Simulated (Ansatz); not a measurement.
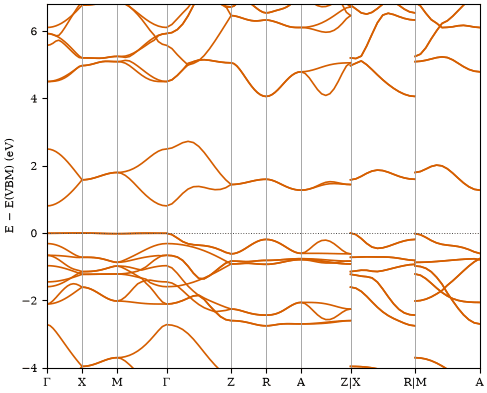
Figure: Band structure from PBE in the plane-wave PAW code Ansatz

Q: Read off the gap and where the band edges lie.

A: About 0.8 eV (0.81 eV by a search for the band edges); maximum on the M–Γ line, 58 % of the way from M, minimum at Γ.

The material is HgI$_{2}$ in space group P4_2/mnm (No. 136; Hg on 2a, I on 4f).

The cell is a constructed one: a structure type filled with these elements; neither database checked (COD, Materials Project) lists it. COD files the formula under space group No. 36, 137, 141, 142, so this cell is another polymorph or a model. Whether it is the stable phase at ambient conditions was not checked. Symmetry was held in the PBE relaxation; its stability against distortions is not shown here. Spin–orbit coupling is left out wherever it is not named.

Potentials: the later of the program's two PAW sets.
